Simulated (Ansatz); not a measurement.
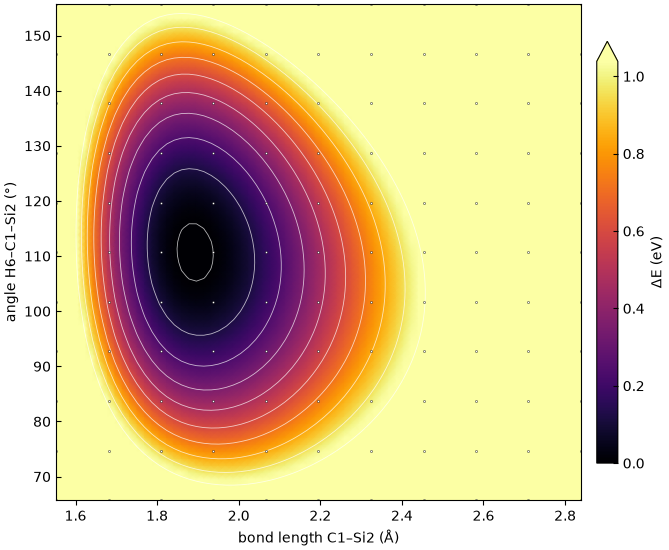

CH₅FNSi, SMILES C[Si](N)F, spin multiplicity 2. First axis: bond length C1–Si2. Second axis: angle H6–C1–Si2. Nothing is relaxed (all other coordinates rigid). The scan uses an 11 × 11 grid. Energies are in eV, from the lowest grid point. Method: UKS PBE-D4/def2-SVP in Ansatz 0.2.0.

Drawn: a smooth colour map with a few white contour lines, dots at the grid points, one colour for all values above the top of the scale. Between grid points the surface is interpolated.

**Where is the minimum, and how stiff is the well along each coordinate?**

The interpolated minimum is at bond length C1–Si2 ≈ 1.893 Å, angle H6–C1–Si2 ≈ 110.7°. The curvatures there are about 16 eV/Å² and 3.9 eV/rad², with a cross term of about 0.8 eV/(Å·rad). Round the minimum the two coordinates are weakly coupled (coupling 0.10 in units of the two stiffnesses).
